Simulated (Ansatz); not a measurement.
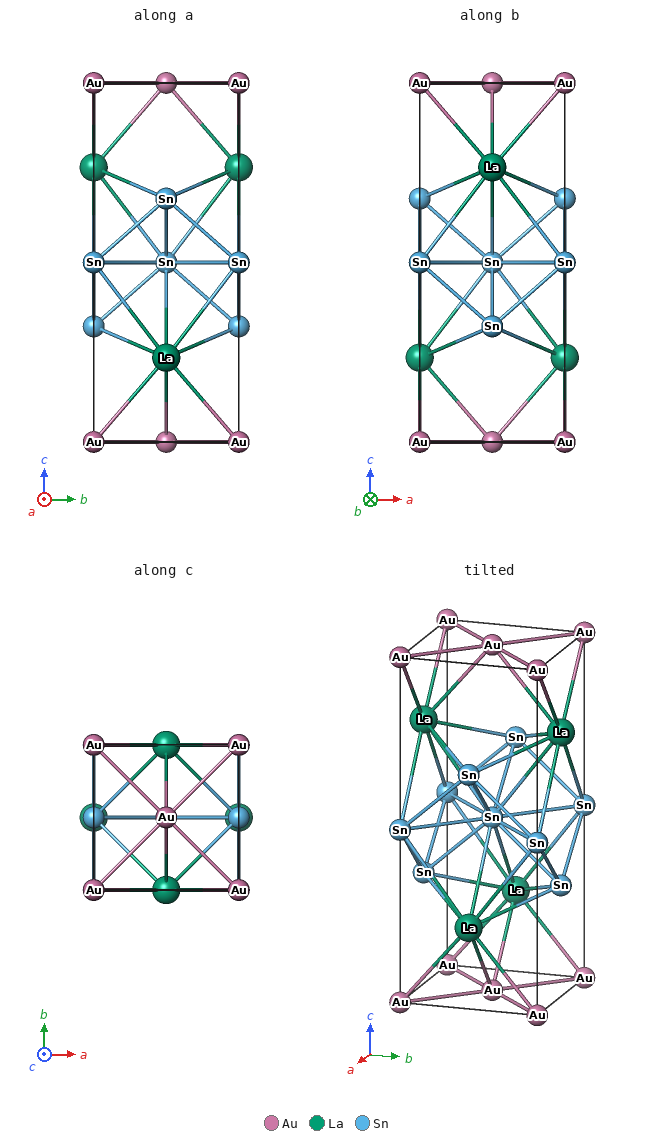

This ball-and-stick model is shown along the a axis, along the b axis, along the c axis and slightly off an axis. The wireframe shows the conventional unit cell.

Lattice parameters: a = 4.293 Å, b = 4.293 Å, c = 10.623 Å, α = 90.00°, β = 90.00°, γ = 90.00°. Put a along x and b in the xy plane.

Give the structure in the form of a POSCAR file, with free fractional coordinates to two decimals.

```
Au La Sn
1.0
     4.293    0.000    0.000
     0.000    4.293    0.000
     0.000    0.000   10.623
Au La Sn
2 2 4
Direct
  0.00 0.00 0.00
  0.50 0.50 0.00
  0.50 0.00 0.77
  0.00 0.50 0.23
  0.50 0.00 0.32
  0.00 0.50 0.68
  0.00 0.00 0.50
  0.50 0.50 0.50
```

The geometry is that of a generated cell, made by putting these elements into a known structure type (the compound may or may not exist in this form), without relaxation. A calculation with Ansatz used it as input.

At this level of theory the cell isn't at rest (compressed, at 12 GPa and forces up to 2.7 eV/Å), so its distances can differ from those at equilibrium, the more so the softer the solid.
